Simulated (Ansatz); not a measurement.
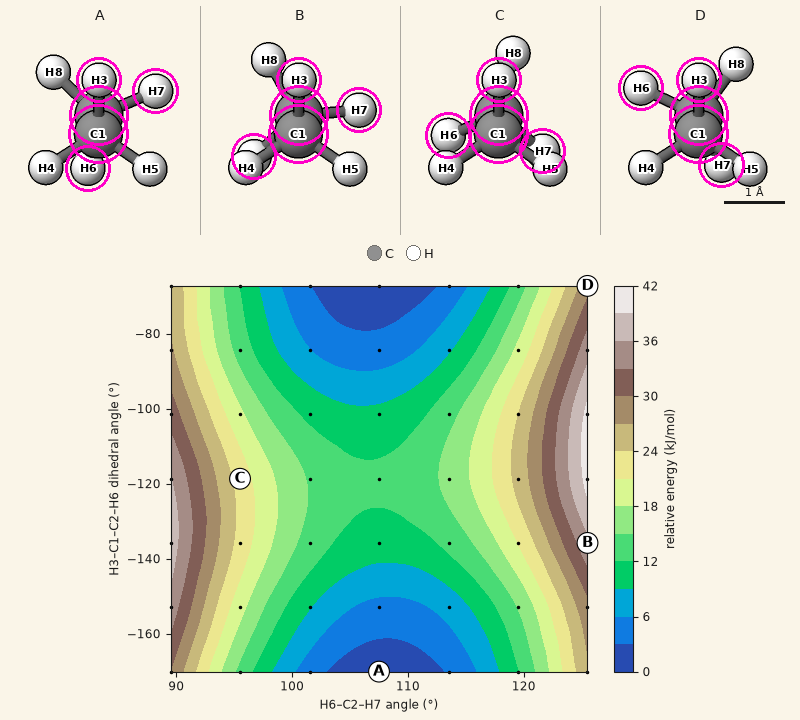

C2H6: one H–C–H angle and one H–C–C–H dihedral angle are varied on a grid, with the rest of the molecule carried along rigidly. The map is interpolated between the computed points (dots). The lettered frames are marked on it. Style: ball-and-stick. Shown almost along the central bond, with a slight tilt. The ringed atoms are those of the scanned coordinates.

Computed with Ansatz: CCSD(T), basis def2-TZVPP, on geometries moved rigidly from the minimum at PBE0-D4/def2-TZVP. Coupled cluster with a frozen core. Energies are counted from the PBE0-D4/def2-TZVP minimum geometry at the same level.

**Describe the energy landscape.**

In pairs of (H6–C2–H7 angle (°); H3–C1–C2–H6 dihedral angle (°)): the lowest computed point lies at (107.5, −67.3) (0.4 kJ/mol), the highest at (125.5, −118.7) (39.9 kJ/mol). It lies on the edge of the grid, so the true minimum may be outside the range scanned. The frames lie at A (107.5, −170.1): 0.8 kJ/mol, B (125.5, −135.8): 35.2 kJ/mol, C (95.5, −118.7): 22.6 kJ/mol, D (125.5, −67.3): 28.8 kJ/mol.

The computed points:

Rows: H6–C2–H7 angle (°); columns: H3–C1–C2–H6 dihedral angle (°); values in kJ/mol.

```csv
,−170.1,−153.0,−135.8,−118.7,−101.5,−84.4,−67.3
89.5,29.9,34.7,37.5,36.2,31.7,27.5,26.7
95.5,14.1,19.0,22.8,22.6,18.6,13.8,11.8
101.5,4.4,9.1,13.8,14.7,11.2,6.1,3.1
107.5,0.8,5.2,10.4,12.4,9.7,4.4,0.4
113.5,3.2,7.1,12.8,15.8,13.9,8.6,3.9
119.5,11.8,15.1,21.0,25.0,23.9,18.7,13.3
125.5,26.3,29.1,35.2,39.9,39.7,34.8,28.8
```
